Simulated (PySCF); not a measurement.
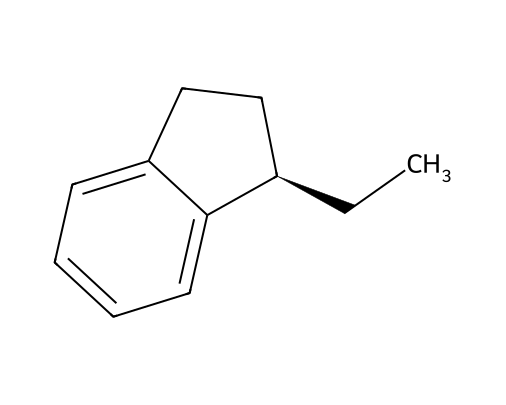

Skeletal drawing of a molecule.

Write the SMILES.

CC[C@@H]1CCc2ccccc21

What is the molecular formula?

C11H14.

An optimisation with PBE0-D3(BJ)/def2-SVP gave a structure of which point group?

C1.

The parts below concern this one geometry. Atoms keep their numbers from picture to picture. Computed geometry: PBE0-D3(BJ)/def2-SVP optimisation. No frequency run is at hand to confirm it as a minimum.

## Electronic properties

No frequency run is at hand to confirm it as a minimum. Method: PBE0/pcSseg-1 in dichloromethane (IEF-PCM) (PySCF 2.14.0).

Estimate the HOMO–LUMO gap.

6.54 eV.

Give the dipole moment at this level.

0.89 D.

Estimate the HOMO energy (Kohn–Sham orbital).

−6.78 eV.

## NMR shielding

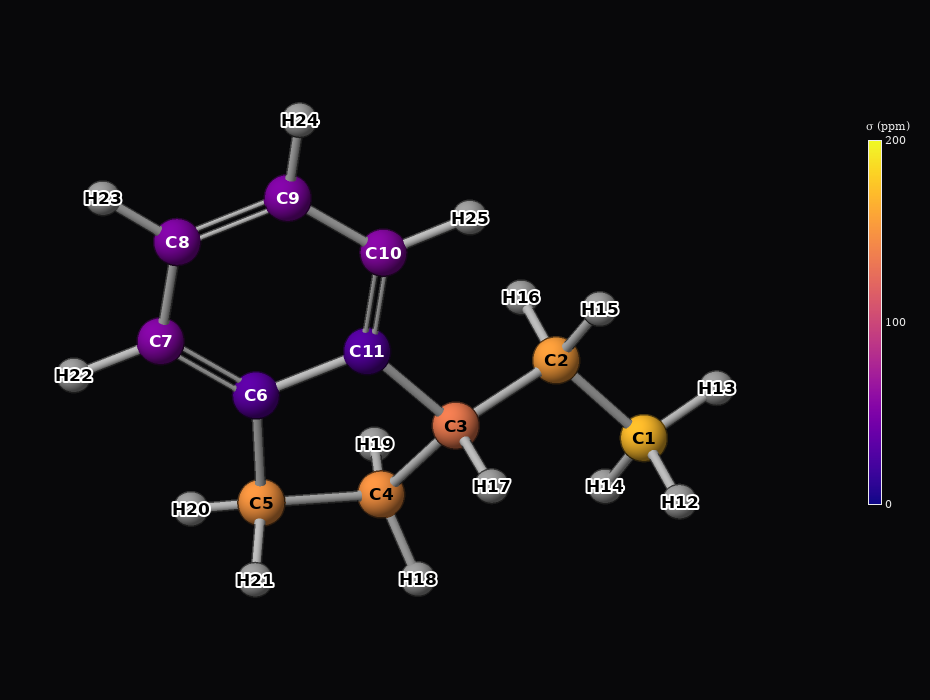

Atoms are coloured by their isotropic NMR shieldings (C only, the others grey). No frequency run is at hand to confirm it as a minimum. Level of theory: GIAO PBE0/pcSseg-1 NMR shielding, non-relativistic, IEF-PCM tetrahydrofuran (PySCF 2.14.0).

List the isotropic NMR shieldings of the C atoms.

```csv
atom,σ (ppm)
C1,170.8
C2,154.8
C3,135.9
C4,148.9
C5,150.1
C6,33.9
C7,54.6
C8,52.6
C9,52.8
C10,56.2
C11,30.9
```

## Ring current

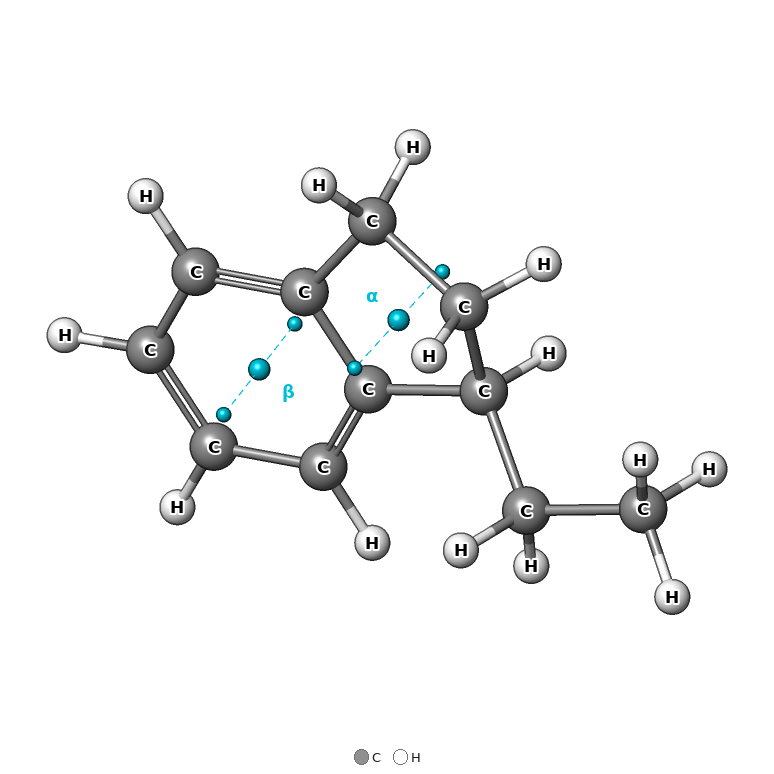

The small points mark where nucleus-independent chemical shifts (NICS) were computed: at the centre of each lettered ring and 1 Å above and below it. No frequency run is at hand to confirm it as a minimum. Properties computed with GIAO PBE0/pcSseg-1 NMR shielding, non-relativistic, IEF-PCM dichloromethane (PySCF 2.14.0).

Give NICS(0), NICS(1) and the out-of-plane component NICS(1)zz for each ring (means of the two sides).

```
ring  members  NICS(0)  NICS(1)  NICS(1)zz
   α       C5     −1.1     −2.9        0.6
   β       C6     −8.3    −11.3      −27.4
```

Values in ppm.

What do the values say about the ring currents?

Ring α: weak, as in a non-aromatic ring. Ring β: diatropic, as in an aromatic ring. NICS is one index among several.
